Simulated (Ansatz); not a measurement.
**Nudged elastic band of ZnH3ClO (part 1 of 2)**

System: ZnH3ClO.
Method: RKS PBE0/def2-SVP (Ansatz 0.2.0).

The run did not end well. It belongs to a series of runs on one base structure; here: band between the two ends.

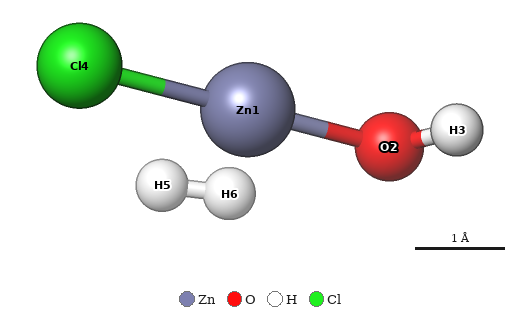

Figure 1. The starting structure (ball-and-stick view, seen at an oblique angle; atoms are numbered from 1 in the order of the input). Sticks mark near contacts. Bond lengths as drawn: Cl–Zn 2.11 Å, H–H 0.76 Å, H–O 0.96 Å and O–Zn 1.77 Å.

**Input file**
```yaml
crystal:
  periodic: [false, false, false]
  atoms:
    - { symbol: Zn, position_ang: [-0.21678, -0.066757, 0.216588] }
    - { symbol: O, position_ang: [-0.38295, -0.120146, 1.982781] }
    - { symbol: H, position_ang: [-1.248952, -0.361205, 2.324785] }
    - { symbol: Cl, position_ang: [-0.012868, -0.00183, -1.877971] }
    - { symbol: H, position_ang: [2.140803, 0.592465, 0.578782] }
    - { symbol: H, position_ang: [1.846849, 0.508272, 1.279937] }
basis:
  gaussian: { orbitals: def2-SVP }
hamiltonian:
  xc: pbe0
neb:
  order_check: false
  images: 5
  f_tol: 0.03
  max_iterations: 60
  optimiser: fire
  climbing: true
  final_atoms:
    - { symbol: Zn, position_ang: [0.95851787, 0.45457346, -0.12672416] }
    - { symbol: O, position_ang: [0.01736176, 0.14429011, 1.78150169] }
    - { symbol: H, position_ang: [-0.76436776, -0.33351485, 1.45335874] }
    - { symbol: Cl, position_ang: [-0.85551195, -0.39053659, -1.00436849] }
    - { symbol: H, position_ang: [2.38754614, 1.03536099, -0.11684215] }
    - { symbol: H, position_ang: [0.38255594, -0.35937412, 2.51797636] }
  initial_path:
    images:
      - { positions_ang: [[-0.21678, -0.066757, 0.216588], [-0.38295, -0.120146, 1.982781], [-1.248952, -0.361205, 2.324785], [-0.012868, -0.00183, -1.877971], [2.140803, 0.592465, 0.578782], [1.846849, 0.508272, 1.279937]] }
      - { positions_ang: [[-0.14017572, -0.0430756, 0.14221836], [-0.26340885, -0.08223657, 2.03289606], [-1.1459575, -0.33684967, 2.3674849], [0.00880066, 0.00394411, -2.00069784], [1.99874755, 0.55096652, 0.59095703], [1.66809587, 0.4580502, 1.3720435]] }
      - { positions_ang: [[-0.06357144, -0.0193942, 0.06784872], [-0.14386769, -0.04432714, 2.08301111], [-1.042963, -0.31249435, 2.41018479], [0.03046931, 0.00971823, -2.12342468], [1.8566921, 0.50946805, 0.60313207], [1.48934273, 0.40782841, 1.46415]] }
      - { positions_ang: [[0.01303283, 0.0042872, -0.00652092], [-0.02432654, -0.00641771, 2.13312617], [-0.93996851, -0.28813902, 2.45288469], [0.05213797, 0.01549234, -2.24615153], [1.71463665, 0.46796957, 0.6153071], [1.3105896, 0.35760661, 1.55625649]] }
      - { positions_ang: [[0.32819451, 0.15438262, -0.04658867], [-0.01043044, 0.04381823, 2.01591801], [-0.88143493, -0.3032643, 2.11970937], [-0.250412, -0.11985063, -1.83222385], [1.93893981, 0.65710004, 0.37125735], [1.00124505, 0.11861304, 1.87682978]] }
      - { positions_ang: [[0.64335619, 0.30447804, -0.08665641], [0.00346566, 0.09405417, 1.89870985], [-0.82290134, -0.31838957, 1.78653406], [-0.55296198, -0.25519361, -1.41829617], [2.16324297, 0.84623052, 0.1272076], [0.69190049, -0.12038054, 2.19740307]] }
      - { positions_ang: [[0.95851787, 0.45457346, -0.12672416], [0.01736176, 0.14429011, 1.78150169], [-0.76436776, -0.33351485, 1.45335874], [-0.85551195, -0.39053659, -1.00436849], [2.38754614, 1.03536099, -0.11684215], [0.38255594, -0.35937412, 2.51797636]] }
```

Machine: 1 thread of Arm Neoverse V1, 24 GiB of memory available, shared host.

Launched with:
```bash
ansatz run input.yaml --threads 1 --pin off --max-ram 2048MiB --backend cpu --events-out ev --progress --plain --runs-dir out
```

**Output**
```
Engine: ansatz 0.2.0, aarch64-unknown-linux-gnu
Functional definition: PBE0
  parameter a = 0.25
  parameter kappa = 0.804
  parameter beta = 0.06672455060314922
  exchange = (1 - a)*pbe_x(kappa = kappa, mu = beta*pi^2/3) + a*exact_x
  correlation = pbe_c(beta = beta)
786 factors; integrals over basis functions are off by at most 4.3e-4 eV
mean field evaluation 1: about -63007.4314 eV, gradient 6.0e1 eV
mean field evaluation 2: about -62979.6088 eV, gradient 1.3e2 eV
mean field evaluation 4: about -63013.4890 eV, gradient 8.9e0 eV
mean field evaluation 8: about -63013.6885 eV, gradient 3.4e-1 eV
mean field evaluation 16: about -63013.6888 eV, gradient 8.5e-5 eV
mean field -63013.68881786 eV, -2315.7103518441 hartree, gradient 8.5e-5 eV, S^2 0.000000; 0 other end points of the search recorded, 0 dependent functions left out
the calculation of the forces begins
reference -63013.68884809 eV, -2315.7103529551 hartree; 29, 29 occupied and 49, 49 virtual orbitals, 786 factors
790 factors; integrals over basis functions are off by at most 9.0e-4 eV
mean field -63014.37307176 eV, -2315.7354977109 hartree, gradient 5.8e-5 eV, S^2 0.000000; 0 other end points of the search recorded, 0 dependent functions left out
[... from here on the field's lines of each further geometry are left out, up to the last ...]
NEB iter   1: max|band force component| = 1.659e1 eV/Å  barrier→ = 2.1918 eV  barrier← = 2.8761 eV  Δτ_max = 0.2000 Å  (178 SCF iters)
NEB iter   2: max|band force component| = 1.225e1 eV/Å  barrier→ = 1.4388 eV  barrier← = 2.1230 eV  Δτ_max = 0.0488 Å  (156 SCF iters)
NEB iter   3: max|band force component| = 5.804e0 eV/Å  barrier→ = 1.3727 eV  barrier← = 2.0570 eV  Δτ_max = 0.0686 Å  (142 SCF iters)
NEB iter   4: max|band force component| = 2.963e0 eV/Å  barrier→ = 1.2486 eV  barrier← = 1.9329 eV  Δτ_max = 0.0597 Å  (156 SCF iters)
NEB iter   5: max|band force component| = 5.387e0 eV/Å  barrier→ = 1.0901 eV  barrier← = 1.7744 eV  Δτ_max = 0.0204 Å  (152 SCF iters)
NEB iter   6: max|band force component| = 3.734e0 eV/Å  barrier→ = 1.0597 eV  barrier← = 1.7440 eV  Δτ_max = 0.0346 Å  (133 SCF iters)
NEB iter   7: max|band force component| = 2.157e0 eV/Å  barrier→ = 1.0065 eV  barrier← = 1.6907 eV  Δτ_max = 0.0392 Å  (144 SCF iters)
NEB iter   8: max|band force component| = 3.057e0 eV/Å  barrier→ = 0.9447 eV  barrier← = 1.6289 eV  Δτ_max = 0.0116 Å  (146 SCF iters)
NEB iter   9: max|band force component| = 1.682e0 eV/Å  barrier→ = 0.9346 eV  barrier← = 1.6189 eV  Δτ_max = 0.0176 Å  (125 SCF iters)
NEB iter  10: max|band force component| = 1.503e0 eV/Å  barrier→ = 0.9177 eV  barrier← = 1.6020 eV  Δτ_max = 0.0208 Å  (138 SCF iters)
NEB iter  11: max|band force component| = 2.112e0 eV/Å  barrier→ = 0.8993 eV  barrier← = 1.5835 eV  Δτ_max = 0.0080 Å  (145 SCF iters)
NEB iter  12: max|band force component| = 1.293e0 eV/Å  barrier→ = 0.8957 eV  barrier← = 1.5799 eV  Δτ_max = 0.0121 Å  (121 SCF iters)
NEB iter  13: max|band force component| = 1.230e0 eV/Å  barrier→ = 0.8892 eV  barrier← = 1.5735 eV  Δτ_max = 0.0164 Å  (138 SCF iters)
NEB iter  14: max|band force component| = 1.349e0 eV/Å  barrier→ = 0.8810 eV  barrier← = 1.5653 eV  Δτ_max = 0.0051 Å  (138 SCF iters)
NEB iter  15: max|band force component| = 1.130e0 eV/Å  barrier→ = 0.8782 eV  barrier← = 1.5625 eV  Δτ_max = 0.0101 Å  (113 SCF iters)
NEB iter  16: max|band force component| = 1.048e0 eV/Å  barrier→ = 0.8727 eV  barrier← = 1.5570 eV  Δτ_max = 0.0147 Å  (134 SCF iters)
NEB iter  17: max|band force component| = 9.643e-1 eV/Å  barrier→ = 0.8645 eV  barrier← = 1.5488 eV  Δτ_max = 0.0190 Å  (137 SCF iters)
NEB iter  18: max|band force component| = 1.062e0 eV/Å  barrier→ = 0.8535 eV  barrier← = 1.5378 eV  Δτ_max = 0.0229 Å  (130 SCF iters)
NEB iter  19: max|band force component| = 8.818e-1 eV/Å  barrier→ = 0.8395 eV  barrier← = 1.5237 eV  Δτ_max = 0.0265 Å  (147 SCF iters)
NEB iter  20: max|band force component| = 8.088e-1 eV/Å  barrier→ = 0.8217 eV  barrier← = 1.5060 eV  Δτ_max = 0.0328 Å  (145 SCF iters)
NEB iter  21: max|band force component| = 8.391e-1 eV/Å  barrier→ = 0.7978 eV  barrier← = 1.4821 eV  Δτ_max = 0.0391 Å  (142 SCF iters)
NEB iter  22: max|band force component| = 6.927e-1 eV/Å  barrier→ = 0.7680 eV  barrier← = 1.4523 eV  Δτ_max = 0.0494 Å  (144 SCF iters)
NEB iter  23: max|band force component| = 6.612e-1 eV/Å  barrier→ = 0.7336 eV  barrier← = 1.4179 eV  Δτ_max = 0.0056 Å  (143 SCF iters)
NEB iter  24: max|band force component| = 6.330e-1 eV/Å  barrier→ = 0.7298 eV  barrier← = 1.4140 eV  Δτ_max = 0.0110 Å  (113 SCF iters)
NEB iter  25: max|band force component| = 6.216e-1 eV/Å  barrier→ = 0.7223 eV  barrier← = 1.4065 eV  Δτ_max = 0.0048 Å  (118 SCF iters)
NEB iter  26: max|band force component| = 6.269e-1 eV/Å  barrier→ = 0.7184 eV  barrier← = 1.4027 eV  Δτ_max = 0.0095 Å  (112 SCF iters)
NEB iter  27: max|band force component| = 6.370e-1 eV/Å  barrier→ = 0.7105 eV  barrier← = 1.3948 eV  Δτ_max = 0.0137 Å  (119 SCF iters)
NEB iter  28: max|band force component| = 6.501e-1 eV/Å  barrier→ = 0.6975 eV  barrier← = 1.3818 eV  Δτ_max = 0.0180 Å  (140 SCF iters)
NEB iter  29: max|band force component| = 6.609e-1 eV/Å  barrier→ = 0.6778 eV  barrier← = 1.3620 eV  Δτ_max = 0.0232 Å  (139 SCF iters)
NEB iter  30: max|band force component| = 6.585e-1 eV/Å  barrier→ = 0.6486 eV  barrier← = 1.3329 eV  Δτ_max = 0.0284 Å  (144 SCF iters)
NEB iter  31: max|band force component| = 6.237e-1 eV/Å  barrier→ = 0.6065 eV  barrier← = 1.2907 eV  Δτ_max = 0.0375 Å  (144 SCF iters)
NEB iter  32: max|band force component| = 5.183e-1 eV/Å  barrier→ = 0.5407 eV  barrier← = 1.2249 eV  Δτ_max = 0.0480 Å  (144 SCF iters)
NEB iter  33: max|band force component| = 5.891e-1 eV/Å  barrier→ = 0.4422 eV  barrier← = 1.1264 eV  Δτ_max = 0.0587 Å  (151 SCF iters)
NEB iter  34: max|band force component| = 6.351e-1 eV/Å  barrier→ = 0.4235 eV  barrier← = 1.1077 eV  Δτ_max = 0.0680 Å  (150 SCF iters)
NEB iter  35: max|band force component| = 5.823e-1 eV/Å  barrier→ = 0.4715 eV  barrier← = 1.1557 eV  CI = image 2  Δτ_max = 0.0733 Å  (147 SCF iters)
NEB iter  36: max|band force component| = 5.793e-1 eV/Å  barrier→ = 0.5462 eV  barrier← = 1.2305 eV  CI = image 2  Δτ_max = 0.0743 Å  (148 SCF iters)
NEB iter  37: max|band force component| = 5.601e-1 eV/Å  barrier→ = 0.6498 eV  barrier← = 1.3340 eV  CI = image 2  Δτ_max = 0.0127 Å  (147 SCF iters)
NEB iter  38: max|band force component| = 7.901e-1 eV/Å  barrier→ = 0.6630 eV  barrier← = 1.3473 eV  CI = image 2  Δτ_max = 0.0043 Å  (137 SCF iters)
NEB iter  39: max|band force component| = 5.438e-1 eV/Å  barrier→ = 0.6657 eV  barrier← = 1.3500 eV  CI = image 2  Δτ_max = 0.0057 Å  (109 SCF iters)
NEB iter  40: max|band force component| = 5.431e-1 eV/Å  barrier→ = 0.6715 eV  barrier← = 1.3558 eV  CI = image 2  Δτ_max = 0.0028 Å  (121 SCF iters)
NEB iter  41: max|band force component| = 5.377e-1 eV/Å  barrier→ = 0.6742 eV  barrier← = 1.3584 eV  CI = image 2  Δτ_max = 0.0056 Å  (104 SCF iters)
NEB iter  42: max|band force component| = 5.274e-1 eV/Å  barrier→ = 0.6793 eV  barrier← = 1.3635 eV  CI = image 2  Δτ_max = 0.0027 Å  (116 SCF iters)
NEB iter  43: max|band force component| = 5.235e-1 eV/Å  barrier→ = 0.6816 eV  barrier← = 1.3658 eV  CI = image 2  Δτ_max = 0.0054 Å  (101 SCF iters)
NEB iter  44: max|band force component| = 5.149e-1 eV/Å  barrier→ = 0.6860 eV  barrier← = 1.3703 eV  CI = image 2  Δτ_max = 0.0080 Å  (109 SCF iters)
NEB iter  45: max|band force component| = 5.003e-1 eV/Å  barrier→ = 0.6921 eV  barrier← = 1.3764 eV  CI = image 2  Δτ_max = 0.0106 Å  (113 SCF iters)
NEB iter  46: max|band force component| = 4.776e-1 eV/Å  barrier→ = 0.6991 eV  barrier← = 1.3834 eV  CI = image 2  Δτ_max = 0.0130 Å  (114 SCF iters)
NEB iter  47: max|band force component| = 4.445e-1 eV/Å  barrier→ = 0.7060 eV  barrier← = 1.3902 eV  CI = image 2  Δτ_max = 0.0152 Å  (124 SCF iters)
NEB iter  48: max|band force component| = 3.977e-1 eV/Å  barrier→ = 0.7114 eV  barrier← = 1.3957 eV  CI = image 2  Δτ_max = 0.0191 Å  (124 SCF iters)
NEB iter  49: max|band force component| = 3.250e-1 eV/Å  barrier→ = 0.7140 eV  barrier← = 1.3982 eV  CI = image 2  Δτ_max = 0.0230 Å  (131 SCF iters)
NEB iter  50: max|band force component| = 2.447e-1 eV/Å  barrier→ = 0.7104 eV  barrier← = 1.3947 eV  CI = image 2  Δτ_max = 0.0262 Å  (138 SCF iters)
NEB iter  51: max|band force component| = 2.913e-1 eV/Å  barrier→ = 0.6978 eV  barrier← = 1.3820 eV  CI = image 2  Δτ_max = 0.0268 Å  (143 SCF iters)
NEB iter  52: max|band force component| = 3.515e-1 eV/Å  barrier→ = 0.6769 eV  barrier← = 1.3612 eV  CI = image 2  Δτ_max = 0.0046 Å  (143 SCF iters)
NEB iter  53: max|band force component| = 3.301e-1 eV/Å  barrier→ = 0.6778 eV  barrier← = 1.3620 eV  CI = image 2  Δτ_max = 0.0089 Å  (104 SCF iters)
NEB iter  54: max|band force component| = 2.867e-1 eV/Å  barrier→ = 0.6800 eV  barrier← = 1.3643 eV  CI = image 2  Δτ_max = 0.0126 Å  (111 SCF iters)
NEB iter  55: max|band force component| = 2.690e-1 eV/Å  barrier→ = 0.6841 eV  barrier← = 1.3684 eV  CI = image 2  Δτ_max = 0.0154 Å  (122 SCF iters)
NEB iter  56: max|band force component| = 2.678e-1 eV/Å  barrier→ = 0.6896 eV  barrier← = 1.3738 eV  CI = image 2  Δτ_max = 0.0166 Å  (122 SCF iters)
NEB iter  57: max|band force component| = 2.320e-1 eV/Å  barrier→ = 0.6943 eV  barrier← = 1.3785 eV  CI = image 2  Δτ_max = 0.0177 Å  (124 SCF iters)
NEB iter  58: max|band force component| = 2.251e-1 eV/Å  barrier→ = 0.6956 eV  barrier← = 1.3798 eV  CI = image 2  Δτ_max = 0.0210 Å  (124 SCF iters)
NEB iter  59: max|band force component| = 1.982e-1 eV/Å  barrier→ = 0.6914 eV  barrier← = 1.3756 eV  CI = image 2  Δτ_max = 0.0030 Å  (132 SCF iters)
the calculation of the forces begins
reference -63014.19260658 eV, -2315.7288657381 hartree; 29, 29 occupied and 49, 49 virtual orbitals, 791 factors
these checks for a lower state are left out or cut short: starts, cluster_reference, orbital_swaps, neighbouring_geometries, increment
793 factors; integrals over basis functions are off by at most 9.0e-4 eV
mean field -63014.30179147 eV, -2315.7328782085 hartree, gradient 4.8e-5 eV, S^2 0.000000; 0 other end points of the search recorded, 0 dependent functions left out
the calculation of the forces begins
reference -63014.30182212 eV, -2315.7328793351 hartree; 29, 29 occupied and 49, 49 virtual orbitals, 793 factors
NEB iter  60: max|band force component| = 1.609e-1 eV/Å  barrier→ = 0.6904 eV  barrier← = 1.3746 eV  CI = image 2  Δτ_max = 0.0057 Å  (107 SCF iters)
```
